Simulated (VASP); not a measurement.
Energy against volume of NaI (rock salt). Method: PBE0 hybrid, VASP's PBE PAW potentials (set 64) (plane waves; VASP 6.6.1).

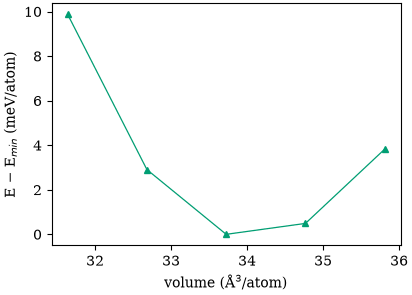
*Energy against volume*

Task: Estimate the equilibrium volume and the bulk modulus.

Result: The minimum lies near 34.1 Å³/atom, and the curvature gives B0 of about 16 GPa.

The compound is NaI in the rock salt structure. It was relaxed first. The cell's shape comes from a PBE relaxation.
